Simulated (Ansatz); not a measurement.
## Run report: BSiH$_{4}$Br, molecular dynamics (part 1 of 2)

System: BSiH$_{4}$Br.
Method: RKS revPBE/6-31G* (Ansatz 0.2.0).

The geometry comes from this level: PBE0-D4/def2-TZVP. Figures and captions count atoms from 1; the log counts them from 0 in places.

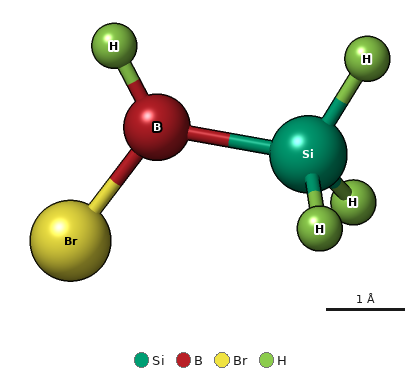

Fig. 1: The input geometry (ball-and-stick view, seen at a tilt). Bond lengths as drawn: B–Br 1.90 Å, B–H 1.19 Å, B–Si 2.01 Å and H–Si 1.49 Å.

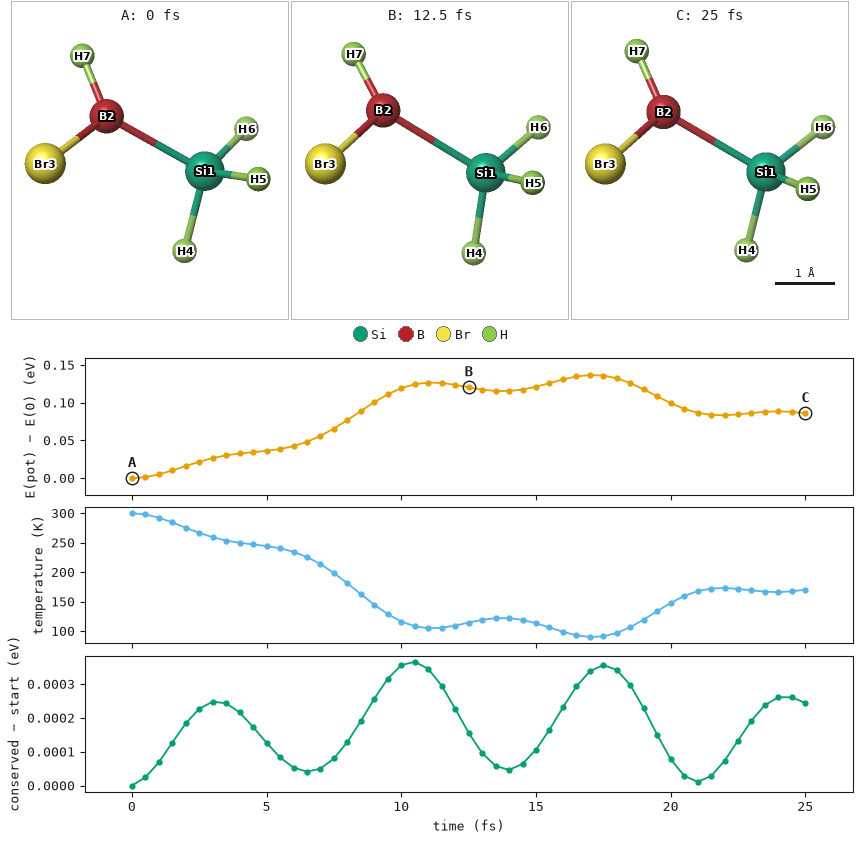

Fig. 2: Frames of the molecular dynamics (ball-and-stick, seen at a tilt) above the curves, on which the letters mark them. The trajectory kept here has 51 frames over 25 fs. The temperature starts at 300 K, ranges from 90 to 300 K and averages 134 K over the second half. The potential energy ends 0.086 eV above its first value. The conserved quantity stays within 0.00037 eV. After an unweighted best fit of the last frame on the first, the root-mean-square displacement is 0.14 Å.

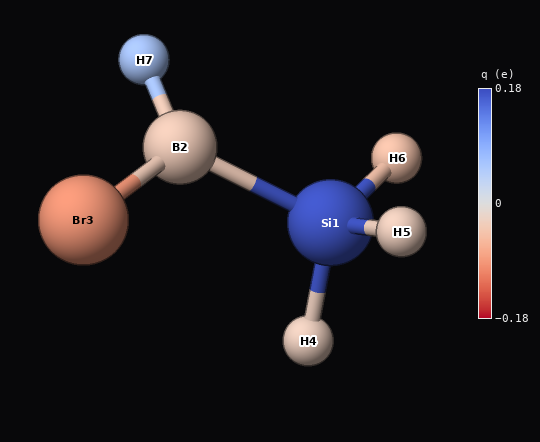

Fig. 3: Mulliken charges, as the colour of each atom (ball-and-stick view, seen at a tilt; atoms are numbered from 1 in the order of the input). By element: Si +0.17, B −0.03, Br −0.09 and H −0.05 to +0.06 e.

The input that produced these results follows, with the program's output.

Input file:
```yaml
crystal:
  periodic: [false, false, false]
  atoms:
    - {symbol: Si, position_ang: [-0.677774, 0.488205, -0.240285]}
    - {symbol: B, position_ang: [0.876480, -0.537074, 0.527944]}
    - {symbol: Br, position_ang: [1.755264, -1.806750, -0.580563]}
    - {symbol: H, position_ang: [-1.718271, -0.473036, -0.698807]}
    - {symbol: H, position_ang: [-0.207346, 1.264532, -1.420883]}
    - {symbol: H, position_ang: [-1.288287, 1.427230, 0.738262]}
    - {symbol: H, position_ang: [1.321134, -0.431206, 1.628530]}
basis:
  gaussian: {orbitals: "6-31G*"}
hamiltonian: {xc: {name: revPBE}}
md: {timestep: 0.5 fs, n_steps: 50, ensemble: nvt_nose_hoover, temperature: 300, initial_velocities: maxwell_boltzmann, seed: 620}
```

Command:
```bash
ansatz run in.yaml --threads 2 --pin off --events-out ev --progress --plain --max-ram 4352MiB
```

What the program printed:
```
Functional definition: revPBE
  name "revPBE"
  cite "Zhang & Yang, Phys. Rev. Lett. 80, 890 (1998) doi:10.1103/PhysRevLett.80.890"
  cite "Perdew, Burke & Ernzerhof, Phys. Rev. Lett. 77, 3865 (1996) doi:10.1103/PhysRevLett.77.3865"
  parameter kappa = 1.245
  parameter beta = 0.06672455060314922
  exchange = pbe_x(kappa = kappa, mu = beta*pi^2/3)
  correlation = pbe_c(beta = beta)
881 factors; their error is unknown
mean field evaluation 1: about -78647.6786 eV, gradient 1.9e1 eV
mean field evaluation 2: about -78646.7125 eV, gradient 2.6e1 eV
mean field evaluation 4: about -78649.0408 eV, gradient 6.6e-1 eV
mean field evaluation 8: about -78648.9838 eV, gradient 1.6e-1 eV
mean field -78648.98379517 eV, -2890.2968442766 hartree, gradient 5.1e-5 eV, S^2 0.000000; 0 other end points of the search recorded, 0 dependent functions left out
the calculation of the forces begins
reference -78648.98383660 eV, -2890.2968457989 hartree; 29, 29 occupied and 48, 48 virtual orbitals, 881 factors
md step     0: t =     0.00 fs  T =   300.0 K  F+E_penalty+E_count = -78648.98379517 eV  E_kin = 0.193890 eV  conserved = -78648.78990517 eV  (23 SCF iters)
these checks for a lower state are left out or cut short: starts, cluster_reference, orbital_swaps, neighbouring_geometries, increment
881 factors; their error is unknown
mean field evaluation 16: about -78649.0396 eV, gradient 3.8e-1 eV
mean field -78648.98245454 eV, -2890.2967950095 hartree, gradient 2.4e-5 eV, S^2 0.000000; 0 other end points of the search recorded, 0 dependent functions left out
the calculation of the forces begins
reference -78648.98249602 eV, -2890.2967965335 hartree; 29, 29 occupied and 48, 48 virtual orbitals, 881 factors
md step     1: t =     0.50 fs  T =   298.0 K  F+E_penalty+E_count = -78648.98245454 eV  E_kin = 0.192573 eV  conserved = -78648.78988118 eV  (28 SCF iters)
[... from here on the SCF iterations and repeated set-up lines of each step are left out, up to the last step ...]
md step     2: t =     1.00 fs  T =   292.4 K  F+E_penalty+E_count = -78648.97881716 eV  E_kin = 0.188982 eV  conserved = -78648.78983563 eV  (27 SCF iters)
md step     3: t =     1.50 fs  T =   284.4 K  F+E_penalty+E_count = -78648.97359528 eV  E_kin = 0.183818 eV  conserved = -78648.78977782 eV  (27 SCF iters)
md step     4: t =     2.00 fs  T =   275.4 K  F+E_penalty+E_count = -78648.96769052 eV  E_kin = 0.177971 eV  conserved = -78648.78972086 eV  (28 SCF iters)
md step     5: t =     2.50 fs  T =   266.6 K  F+E_penalty+E_count = -78648.96199243 eV  E_kin = 0.172318 eV  conserved = -78648.78967752 eV  (28 SCF iters)
md step     6: t =     3.00 fs  T =   259.2 K  F+E_penalty+E_count = -78648.95718023 eV  E_kin = 0.167529 eV  conserved = -78648.78965676 eV  (28 SCF iters)
md step     7: t =     3.50 fs  T =   253.6 K  F+E_penalty+E_count = -78648.95358148 eV  E_kin = 0.163928 eV  conserved = -78648.78966157 eV  (28 SCF iters)
md step     8: t =     4.00 fs  T =   249.8 K  F+E_penalty+E_count = -78648.95112188 eV  E_kin = 0.161446 eV  conserved = -78648.78968919 eV  (27 SCF iters)
md step     9: t =     4.50 fs  T =   247.0 K  F+E_penalty+E_count = -78648.94936938 eV  E_kin = 0.159657 eV  conserved = -78648.78973163 eV  (28 SCF iters)
md step    10: t =     5.00 fs  T =   244.3 K  F+E_penalty+E_count = -78648.94765318 eV  E_kin = 0.157900 eV  conserved = -78648.78977904 eV  (28 SCF iters)
md step    11: t =     5.50 fs  T =   240.5 K  F+E_penalty+E_count = -78648.94521779 eV  E_kin = 0.155431 eV  conserved = -78648.78982170 eV  (28 SCF iters)
md step    12: t =     6.00 fs  T =   234.5 K  F+E_penalty+E_count = -78648.94137713 eV  E_kin = 0.151570 eV  conserved = -78648.78985178 eV  (28 SCF iters)
md step    13: t =     6.50 fs  T =   225.6 K  F+E_penalty+E_count = -78648.93564243 eV  E_kin = 0.145834 eV  conserved = -78648.78986415 eV  (29 SCF iters)
md step    14: t =     7.00 fs  T =   213.6 K  F+E_penalty+E_count = -78648.92781081 eV  E_kin = 0.138024 eV  conserved = -78648.78985535 eV  (29 SCF iters)
md step    15: t =     7.50 fs  T =   198.5 K  F+E_penalty+E_count = -78648.91801575 eV  E_kin = 0.128273 eV  conserved = -78648.78982531 eV  (29 SCF iters)
md step    16: t =     8.00 fs  T =   181.1 K  F+E_penalty+E_count = -78648.90673267 eV  E_kin = 0.117053 eV  conserved = -78648.78977642 eV  (25 SCF iters)
md step    17: t =     8.50 fs  T =   162.7 K  F+E_penalty+E_count = -78648.89473989 eV  E_kin = 0.105138 eV  conserved = -78648.78971430 eV  (29 SCF iters)
md step    18: t =     9.00 fs  T =   144.7 K  F+E_penalty+E_count = -78648.88302640 eV  E_kin = 0.093507 eV  conserved = -78648.78964790 eV  (28 SCF iters)
md step    19: t =     9.50 fs  T =   128.7 K  F+E_penalty+E_count = -78648.87264600 eV  E_kin = 0.083203 eV  conserved = -78648.78958885 eV  (28 SCF iters)
md step    20: t =    10.00 fs  T =   116.3 K  F+E_penalty+E_count = -78648.86453183 eV  E_kin = 0.075145 eV  conserved = -78648.78954937 eV  (23 SCF iters)
md step    21: t =    10.50 fs  T =   108.2 K  F+E_penalty+E_count = -78648.85930583 eV  E_kin = 0.069948 eV  conserved = -78648.78953870 eV  (23 SCF iters)
md step    22: t =    11.00 fs  T =   104.9 K  F+E_penalty+E_count = -78648.85713423 eV  E_kin = 0.067774 eV  conserved = -78648.78956036 eV  (23 SCF iters)
md step    23: t =    11.50 fs  T =   105.7 K  F+E_penalty+E_count = -78648.85767474 eV  E_kin = 0.068286 eV  conserved = -78648.78961014 eV  (23 SCF iters)
md step    24: t =    12.00 fs  T =   109.4 K  F+E_penalty+E_count = -78648.86014053 eV  E_kin = 0.070708 eV  conserved = -78648.78967762 eV  (29 SCF iters)
md step    25: t =    12.50 fs  T =   114.5 K  F+E_penalty+E_count = -78648.86346525 eV  E_kin = 0.073989 eV  conserved = -78648.78974854 eV  (29 SCF iters)
md step    26: t =    13.00 fs  T =   119.2 K  F+E_penalty+E_count = -78648.86652653 eV  E_kin = 0.077021 eV  conserved = -78648.78980879 eV  (29 SCF iters)
md step    27: t =    13.50 fs  T =   122.0 K  F+E_penalty+E_count = -78648.86836927 eV  E_kin = 0.078859 eV  conserved = -78648.78984747 eV  (29 SCF iters)
md step    28: t =    14.00 fs  T =   122.1 K  F+E_penalty+E_count = -78648.86838003 eV  E_kin = 0.078896 eV  conserved = -78648.78985865 eV  (29 SCF iters)
md step    29: t =    14.50 fs  T =   119.1 K  F+E_penalty+E_count = -78648.86638451 eV  E_kin = 0.076956 eV  conserved = -78648.78984136 eV  (29 SCF iters)
md step    30: t =    15.00 fs  T =   113.4 K  F+E_penalty+E_count = -78648.86266288 eV  E_kin = 0.073316 eV  conserved = -78648.78979934 eV  (29 SCF iters)
md step    31: t =    15.50 fs  T =   106.2 K  F+E_penalty+E_count = -78648.85789033 eV  E_kin = 0.068643 eV  conserved = -78648.78974006 eV  (29 SCF iters)
md step    32: t =    16.00 fs  T =    98.8 K  F+E_penalty+E_count = -78648.85301711 eV  E_kin = 0.063875 eV  conserved = -78648.78967367 eV  (29 SCF iters)
md step    33: t =    16.50 fs  T =    92.9 K  F+E_penalty+E_count = -78648.84910430 eV  E_kin = 0.060063 eV  conserved = -78648.78961202 eV  (29 SCF iters)
md step    34: t =    17.00 fs  T =    90.0 K  F+E_penalty+E_count = -78648.84713385 eV  E_kin = 0.058177 eV  conserved = -78648.78956707 eV  (23 SCF iters)
md step    35: t =    17.50 fs  T =    91.2 K  F+E_penalty+E_count = -78648.84781876 eV  E_kin = 0.058921 eV  conserved = -78648.78954877 eV  (25 SCF iters)
md step    36: t =    18.00 fs  T =    96.8 K  F+E_penalty+E_count = -78648.85144723 eV  E_kin = 0.062580 eV  conserved = -78648.78956266 eV  (23 SCF iters)
md step    37: t =    18.50 fs  T =   106.7 K  F+E_penalty+E_count = -78648.85779813 eV  E_kin = 0.068936 eV  conserved = -78648.78960815 eV  (23 SCF iters)
md step    38: t =    19.00 fs  T =   119.6 K  F+E_penalty+E_count = -78648.86615565 eV  E_kin = 0.077283 eV  conserved = -78648.78967682 eV  (28 SCF iters)
md step    39: t =    19.50 fs  T =   133.9 K  F+E_penalty+E_count = -78648.87543625 eV  E_kin = 0.086554 eV  conserved = -78648.78975517 eV  (29 SCF iters)
md step    40: t =    20.00 fs  T =   147.8 K  F+E_penalty+E_count = -78648.88440268 eV  E_kin = 0.095527 eV  conserved = -78648.78982663 eV  (29 SCF iters)
md step    41: t =    20.50 fs  T =   159.5 K  F+E_penalty+E_count = -78648.89192244 eV  E_kin = 0.103085 eV  conserved = -78648.78987613 eV  (29 SCF iters)
md step    42: t =    21.00 fs  T =   167.8 K  F+E_penalty+E_count = -78648.89720509 eV  E_kin = 0.108447 eV  conserved = -78648.78989355 eV  (29 SCF iters)
md step    43: t =    21.50 fs  T =   172.2 K  F+E_penalty+E_count = -78648.89995958 eV  E_kin = 0.111321 eV  conserved = -78648.78987668 eV  (29 SCF iters)
md step    44: t =    22.00 fs  T =   173.2 K  F+E_penalty+E_count = -78648.90042882 eV  E_kin = 0.111942 eV  conserved = -78648.78983184 eV  (29 SCF iters)
md step    45: t =    22.50 fs  T =   171.7 K  F+E_penalty+E_count = -78648.89929333 eV  E_kin = 0.110975 eV  conserved = -78648.78977192 eV  (29 SCF iters)
md step    46: t =    23.00 fs  T =   169.2 K  F+E_penalty+E_count = -78648.89747305 eV  E_kin = 0.109325 eV  conserved = -78648.78971251 eV  (29 SCF iters)
md step    47: t =    23.50 fs  T =   166.9 K  F+E_penalty+E_count = -78648.89588674 eV  E_kin = 0.107895 eV  conserved = -78648.78966725 eV  (29 SCF iters)
md step    48: t =    24.00 fs  T =   166.2 K  F+E_penalty+E_count = -78648.89524002 eV  E_kin = 0.107384 eV  conserved = -78648.78964410 eV  (29 SCF iters)
```
